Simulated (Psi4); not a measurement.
# P2H2 (phosphanylidenephosphane), step by step

Aim: a structure relaxation (wB97X-D/6-31G), then vibrational wavenumbers, then a single-point energy (MP2-F12/cc-pVDZ-F12), then the excited states (TD-wB97X-D/6-31G) of P2H2 (phosphanylidenephosphane). 

The results are computed with Psi4 1.11.

### Step 1. Starting point

P2H2 has 4 atoms, charge 0, and is taken as a singlet. As SMILES, `[H]/P=P/[H]`. Geometry: relaxed at GFN2-xTB. The run starts from this shape.

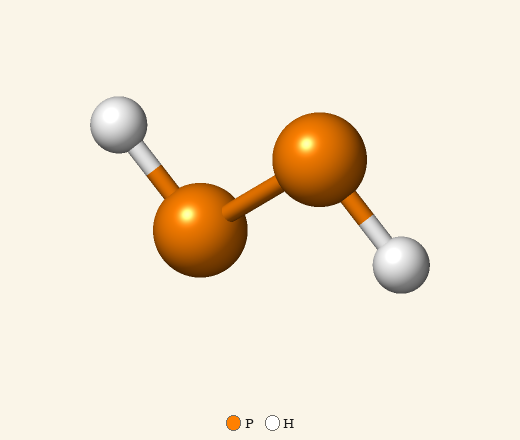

Viewed from a chosen angle; phosphorus orange, hydrogen white.

### Step 2. A geometry optimisation at wB97X-D/6-31G (density fitting) (run 1)

File input.inp:

```
memory 1.6 GB

molecule molecule1 {
  0 1
  P     -0.024370    -1.003630     0.088350
  P      0.024420     1.003540    -0.088260
  H      1.037260    -1.067570     1.003320
  H     -1.037310     1.067660    -1.003410
}

set globals {
  geom_maxiter 60
}

e, wfn = optimize("wb97x-d/6-31G", return_wfn=True)
```

Started as:

```
$ psi4 -n 1 input.inp input.out
```

input.out:

```text
[...]
  Running in c1 symmetry.
[...]
  Nuclear repulsion =   76.759456495580409
[...]
  Multiplicity = 1
[...]
  Nalpha       = 16
  Nbeta        = 16
[...]
    Number of basis functions: 30
[...]
   @DF-RKS iter   1:  -683.73700641337655   -3.03353e-01   4.92649e-03 DIIS/ADIIS
[...]
   @DF-RKS iter   7:  -683.76227074846111   -3.41061e-13   2.81059e-09 DIIS
[...]
    Orbital Energies [Eh]
    ---------------------
    Doubly Occupied:
       1A    -77.257631     2A    -77.257589     3A     -6.708259
       4A     -6.708190     5A     -4.854122     6A     -4.853755
       7A     -4.853725     8A     -4.853715     9A     -4.849979
      10A     -4.849760    11A     -0.811848    12A     -0.657951
      13A     -0.452957    14A     -0.444704    15A     -0.355449
      16A     -0.338320
[...]
  @DF-RKS Final Energy:  -683.76227074846111
   => Energetics <=
    Nuclear Repulsion Energy =             73.4936925171539457
    One-Electron Energy =               -1090.7591152811419306
    Two-Electron Energy =                 367.7470639088851954
    DFT Exchange-Correlation Energy =     -34.2435914219097057
    Empirical Dispersion Energy =          -0.0003204714485825
    VV10 Nonlocal Energy =                  0.0000000000000000
    Total Energy =                       -683.7622707484612192
[...]
 Multipole Moments:
 ------------------------------------------------------------------------------------
     Multipole            Electronic (a.u.)      Nuclear  (a.u.)        Total (a.u.)
 ------------------------------------------------------------------------------------
 L = 1.  Multiply by 2.5417464519 to convert [e a0] to [Debye]
 Dipole X            :         -0.0018883            0.0019377            0.0000494
 Dipole Y            :          0.0002405           -0.0002468           -0.0000063
 Dipole Z            :          0.0022072           -0.0022651           -0.0000579
 Magnitude           :                                                    0.0000764
[...]
  -Total Gradient:
     Atom            X                  Y                   Z
    ------   -----------------  -----------------  -----------------
       1       -0.000064423586     0.000033038423     0.000026224739
       2       -0.000018977954    -0.000022425764     0.000071129356
       3        0.000008972533    -0.000048098887    -0.000072092842
       4        0.000074505967     0.000037476537    -0.000025348300
[...]
    Final optimized geometry and variables:
    Molecular point group: c1
    Full point group: C1
    Geometry (in Angstrom), charge = 0, multiplicity = 1:
    P           -0.016694969883    -1.049391000349     0.099940363808
    P            0.016629795104     1.049399300814    -0.099864178584
    H            1.081174923569    -1.120287410929     1.044594236475
    H           -1.079171889283     1.120032310465    -1.046935657774
    Psi4 run time: 0:00:08.15
[...]
```

Standard output:

```text
Optimizer: Optimization complete!
```

Wall time 9.3 s (1 thread of Intel Xeon Platinum 8488C (Sapphire Rapids), shared host); peak memory 0.29 GiB.

Steps, from the record of the run:

| step | energy from the first frame kept (eV) | largest force (eV/Å) |
| --- | --- | --- |
| 0 | 0.0000 | 2.1754 |
| 1 | -0.1339 | 0.6139 |
| 2 | -0.1502 | 0.1235 |
| 3 | -0.1508 | 0.0233 |
| 4 | -0.1508 | 0.0045 |

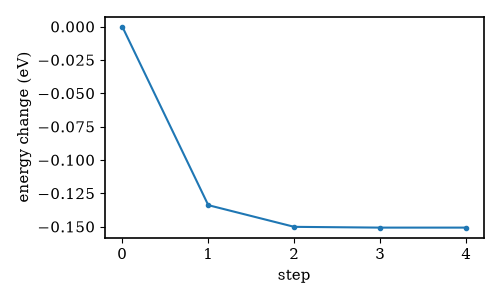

Energy along the run.

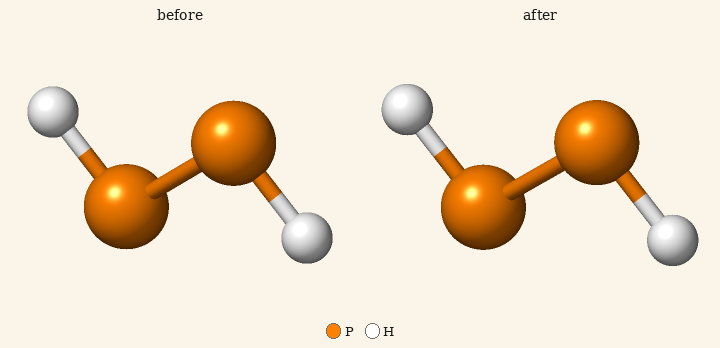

Before and after, at one scale.

After the run. Bond lengths: P1–P2 2.109 Å, P1–H3 1.450 Å, P2–H4 1.450 Å. Angles: P1–P2–H4 95.6°, P2–P1–H3 95.6°.

### Step 3. The harmonic vibrations at wB97X-D/6-31G (density fitting) (run 2)

File h2p2.in:

```
memory 1.6 GB

molecule mol {
  P     -0.016672    -1.049433     0.099983
  P      0.016653     1.049357    -0.099822
  H      1.081198    -1.120330     1.044636
  H     -1.079148     1.119990    -1.046893
  units angstrom
  symmetry c1
}

set {
  reference                  rks
  t                          400.0
  rotational_symmetry_number 2
}

frequencies('wb97x-d/6-31G')
```

Started as:

```
$ psi4 -i h2p2.in -o h2p2.out -n 1
```

h2p2.out, shortened:

```text
[...]
  Running in c1 symmetry.
[...]
  Nuclear repulsion =   73.493704872873465
[...]
  Multiplicity = 1
[...]
  Nalpha       = 16
  Nbeta        = 16
[...]
    Number of basis functions: 30
[...]
   @DF-RKS iter   1:  -683.74249728718348   -4.53697e-01   4.86553e-03 DIIS/ADIIS
[...]
   @DF-RKS iter  10:  -683.76226992389866   -7.95808e-13   5.53022e-10 DIIS
[...]
  @DF-RKS Final Energy:  -683.76226992389866
   => Energetics <=
    Nuclear Repulsion Energy =             73.4826778872313326
    One-Electron Energy =               -1090.7367968269600169
    Two-Electron Energy =                 367.7352785505331099
    DFT Exchange-Correlation Energy =     -34.2431087167238815
    Empirical Dispersion Energy =          -0.0003208179791280
    VV10 Nonlocal Energy =                  0.0000000000000000
    Total Energy =                       -683.7622699238985433
[...]
 Multipole Moments:
[...]
  -Total Gradient:
     Atom            X                  Y                   Z
    ------   -----------------  -----------------  -----------------
       1       -0.000378920358     0.000069754764    -0.000246859096
       2        0.000295697599    -0.000059108284     0.000345333198
       3        0.000343131702    -0.000082241673     0.000217449533
       4       -0.000259827118     0.000071583910    -0.000316044687
[...]
  ==> Harmonic Vibrational Analysis <==
[...]
  Freq [cm^-1]                 586.0367            699.6078            760.0882
[...]
  IR activ [km/mol]             0.0000             38.1432              0.3206
[...]
  Freq [cm^-1]                 956.2371           2287.1302           2307.5182
[...]
  IR activ [km/mol]             0.0000              0.0001             243.3025
[...]
  Total E_0, Enthalpy at 0 [K]                                                         -683.74496441 [Eh]
[...]
  Total H, Enthalpy at  400.00 [K]                                                     -683.73885786 [Eh]
[...]
  Total G, Gibbs energy at  400.00 [K]                                                 -683.77909877 [Eh]
[...]
```

The script printed:

```text
Warning: used thermodynamics relations inappropriate for low-frequency modes: ['586.0367']
```

It took 35 s on 1 thread of Intel Xeon Platinum 8488C (Sapphire Rapids), shared host; peak memory 0.29 GiB.

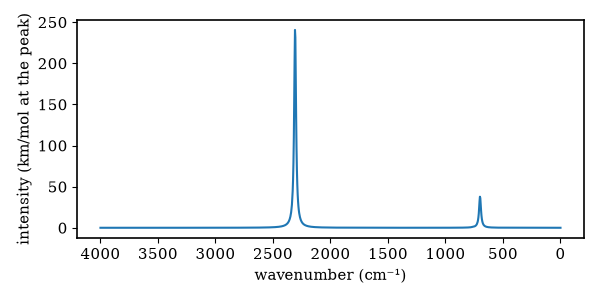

Harmonic infrared spectrum, unscaled, lines broadened by 10 cm⁻¹.

### Step 4. A single-point energy at MP2-F12/cc-pVDZ-F12 (density fitting, density fitting for correlation) (run 3)

File h2p2.xyz:

```xyz
4
H2P2
P     -0.016672    -1.049433     0.099983
P      0.016653     1.049357    -0.099822
H      1.081198    -1.120330     1.044636
H     -1.079148     1.119990    -1.046893
```

File calc.py:

```python
import psi4

psi4.set_memory(1600000000)
psi4.set_num_threads(1)
psi4.set_output_file('run.log', False)

with open('h2p2.xyz') as f:
    atoms = ''.join(f.readlines()[2:])
mol = psi4.geometry('0 1\n' + atoms + 'symmetry c1')

psi4.set_options(dict(basis='cc-pVDZ-F12', freeze_core=True))

e_tot, wfn = psi4.energy("mp2-f12", return_wfn=True)
print('E =', round(e_tot, 9))
```

Started as:

```
$ python calc.py
```

run.log:

```text
[...]
  Running in c1 symmetry.
[...]
  Nuclear repulsion =   73.493704872873465
[...]
  Multiplicity = 1
[...]
  Nalpha       = 16
  Nbeta        = 16
[...]
    Number of basis functions: 96
[...]
   @DF-RHF iter   1:  -682.61160281330206   -6.06364e-01   2.41142e-03 ADIIS/DIIS
[...]
   @DF-RHF iter  10:  -682.63873180413611   -1.48930e-11   5.54072e-09 DIIS
[...]
    Orbital Energies [Eh]
    ---------------------
    Doubly Occupied:
       1A    -79.978857     2A    -79.978853     3A     -7.517780
       4A     -7.517511     5A     -5.409951     6A     -5.409730
       7A     -5.409640     8A     -5.409555     9A     -5.409037
      10A     -5.408707    11A     -0.893072    12A     -0.720927
      13A     -0.486125    14A     -0.484595    15A     -0.368969
      16A     -0.344767
[...]
  @DF-RHF Final Energy:  -682.63873180413611
   => Energetics <=
    Nuclear Repulsion Energy =             73.4937048728734652
    One-Electron Energy =               -1090.7687222447580098
    Two-Electron Energy =                 334.6362855677484731
    Total Energy =                       -682.6387318041361141
[...]
 Multipole Moments:
 ------------------------------------------------------------------------------------
     Multipole            Electronic (a.u.)      Nuclear  (a.u.)        Total (a.u.)
 ------------------------------------------------------------------------------------
 L = 1.  Multiply by 2.5417464519 to convert [e a0] to [Debye]
 Dipole X            :         -0.0019329            0.0019385            0.0000056
 Dipole Y            :          0.0002467           -0.0002473           -0.0000007
 Dipole Z            :          0.0022586           -0.0022655           -0.0000069
 Magnitude           :                                                    0.0000089
[...]
```

The script printed:

```text
E = -682.978523403
```

It took 20 s on 1 thread of Intel Xeon Platinum 8488C (Sapphire Rapids), shared host; peak memory 1.3 GiB.

### Step 5. The excited states at TD-wB97X-D/6-31G (density fitting, save jk yes) (run 4)

h2p2.xyz is that of step 4.

File calc.py:

```python
import psi4

psi4.set_memory(1600000000)
psi4.set_num_threads(1)
psi4.set_output_file('psi4.out', False)

with open('h2p2.xyz') as f:
    atoms = ''.join(f.readlines()[2:])
m = psi4.geometry('0 1\n' + atoms + 'symmetry c1')

psi4.set_options({
    'basis': '6-31G',
    'save_jk': True,
})

from psi4.driver.procrouting.response.scf_response import tdscf_excitations
energy_value, wavefunction = psi4.energy('wb97x-d', molecule=m, return_wfn=True)
states = tdscf_excitations(wavefunction, states=6, tda=False)
for k, s in enumerate(states, 1):
    print(f"root {k}: {s['EXCITATION ENERGY'] * 27.211386:.4f} eV  f = {s['OSCILLATOR STRENGTH (LEN)']:.4f}  {s['SYMMETRY']}")
print(f'total energy {energy_value:.8f} hartree = {energy_value * 27.211386:.5f} eV')
```

Started as:

```
$ python calc.py
```

psi4.out, shortened:

```text
[...]
  Running in c1 symmetry.
[...]
  Nuclear repulsion =   73.493704872873465
[...]
  Multiplicity = 1
[...]
  Nalpha       = 16
  Nbeta        = 16
[...]
    Number of basis functions: 30
[...]
   @DF-RKS iter   1:  -683.74249730080135   -4.53697e-01   4.86553e-03 DIIS/ADIIS
[...]
   @DF-RKS iter   6:  -683.76227079065950   -2.00922e-08   5.10179e-07 DIIS
[...]
  @DF-RKS Final Energy:  -683.76227079065950
   => Energetics <=
    Nuclear Repulsion Energy =             73.4937048728734652
    One-Electron Energy =               -1090.7591840194763790
    Two-Electron Energy =                 367.7471216001540029
    DFT Exchange-Correlation Energy =     -34.2435927729154628
    Empirical Dispersion Energy =          -0.0003204712951409
    VV10 Nonlocal Energy =                  0.0000000000000000
    Total Energy =                       -683.7622707906594997
[...]
 Multipole Moments:
 ------------------------------------------------------------------------------------
     Multipole            Electronic (a.u.)      Nuclear  (a.u.)        Total (a.u.)
 ------------------------------------------------------------------------------------
 L = 1.  Multiply by 2.5417464519 to convert [e a0] to [Debye]
 Dipole X            :         -0.0018895            0.0019385            0.0000490
 Dipole Y            :          0.0002385           -0.0002473           -0.0000088
 Dipole Z            :          0.0022077           -0.0022655           -0.0000578
 Magnitude           :                                                    0.0000763
[...]
**********                               WARNING                                **********
**********       The names of excited state variables changed between 1.5       **********
[...]
**********                               WARNING                                **********
**********  Length-gauge rotatory strengths are **NOT** gauge-origin invariant  **********
[...]
                                    Excitation Energy         Total Energy        Oscillator Strength             Rotatory Strength
[...]
Excited State    1 (1 A):   0.09707 au   469.36 nm f = 0.0000
[...]
Excited State    3 (1 A):   0.19760 au   230.59 nm f = 0.0000
[...]
Excited State    4 (1 A):   0.20614 au   221.03 nm f = 0.0440
[...]
Excited State    5 (1 A):   0.25122 au   181.37 nm f = 0.0000
[...]
Excited State    6 (1 A):   0.28055 au   162.41 nm f = 0.0000
[...]
```

Standard output:

```text
root 1: 2.6415 eV  f = 0.0000  A
root 2: 4.3842 eV  f = 0.1011  A
root 3: 5.3769 eV  f = 0.0000  A
root 4: 5.6094 eV  f = 0.0440  A
root 5: 6.8359 eV  f = 0.0000  A
root 6: 7.6341 eV  f = 0.0000  A
total energy -683.76227079 hartree = -18606.11908 eV
```

Run time: 5.7 s. Hardware: 1 thread of Intel Xeon Platinum 8488C (Sapphire Rapids), shared host; peak memory 0.27 GiB.

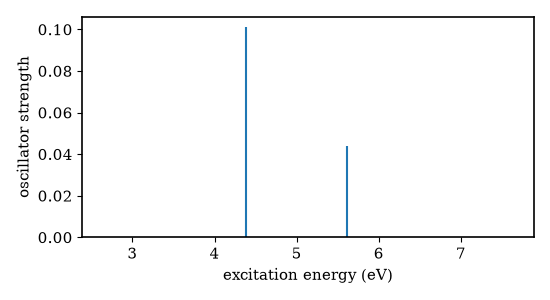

Vertical excitations as sticks.

The roots found:

| excited state | energy (eV) | strength | label |
| --- | --- | --- | --- |
| 1 | 2.642 | 0.0000 | A 1 |
| 2 | 4.384 | 0.1011 | A 1 |
| 3 | 5.377 | 0.0000 | A 1 |
| 4 | 5.609 | 0.0440 | A 1 |
| 5 | 6.836 | 0.0000 | A 1 |
| 6 | 7.634 | 0.0000 | A 1 |

### Step 6. Outcome

| quantity | value |
| --- | --- |
| run 1, wB97X-D/6-31G: total energy at the end | -683.76227 Eh |
| run 1, wB97X-D/6-31G: dipole moment | 0.00 D |
| run 1, wB97X-D/6-31G: HOMO energy | -9.21 eV |
| run 1, wB97X-D/6-31G: LUMO energy | -1.71 eV |
| run 1, wB97X-D/6-31G: HOMO–LUMO gap | 7.50 eV |
| run 1, wB97X-D/6-31G: dispersion energy | -0.84 kJ/mol |
| run 2, wB97X-D/6-31G: lowest harmonic wavenumber | 586 cm⁻¹ |
| run 2, wB97X-D/6-31G: highest harmonic wavenumber | 2308 cm⁻¹ |
| run 2, wB97X-D/6-31G: zero-point energy | 45.4 kJ/mol |
| run 2, wB97X-D/6-31G: ideal-gas entropy at 400 K (symmetry number 2 as used) | 63.1 cal/(mol K) |
| run 3, MP2-F12/cc-pVDZ-F12: total energy | -682.97852 Eh |
| run 3, MP2-F12/cc-pVDZ-F12: HOMO energy (Hartree–Fock orbitals) | -9.38 eV |
| run 3, MP2-F12/cc-pVDZ-F12: LUMO energy (Hartree–Fock orbitals) | -0.11 eV |
| run 3, MP2-F12/cc-pVDZ-F12: HOMO–LUMO gap (Hartree–Fock orbitals) | 9.27 eV |
| run 3, MP2-F12/cc-pVDZ-F12: correlation energy (10 core orbitals frozen) | -335.2 mEh |
| run 4, TD-wB97X-D/6-31G: ground-state or mean-field energy | -683.76227 Eh |
| run 4, TD-wB97X-D/6-31G: dipole moment (wB97X-D Kohn–Sham density) | 0.00 D |
| run 4, TD-wB97X-D/6-31G: HOMO energy (wB97X-D Kohn–Sham orbitals) | -9.21 eV |
| run 4, TD-wB97X-D/6-31G: LUMO energy (wB97X-D Kohn–Sham orbitals) | -1.71 eV |
| run 4, TD-wB97X-D/6-31G: HOMO–LUMO gap (wB97X-D Kohn–Sham orbitals) | 7.50 eV |
| run 4, TD-wB97X-D/6-31G: dispersion energy | -0.84 kJ/mol |
| run 4, TD-wB97X-D/6-31G: lowest excitation energy | 2.64 eV |

In words: The optimisation (run 1, wB97X-D/6-31G) took 5 steps and changed the energy by -0.151 eV. All 6 modes (run 2, wB97X-D/6-31G) are real, so the shape is a minimum at this level. The brightest of the 6 transitions from the ground state lies at 4.38 eV (283 nm, f = 0.101); the lowest, at 2.64 eV, has f = 0.000.
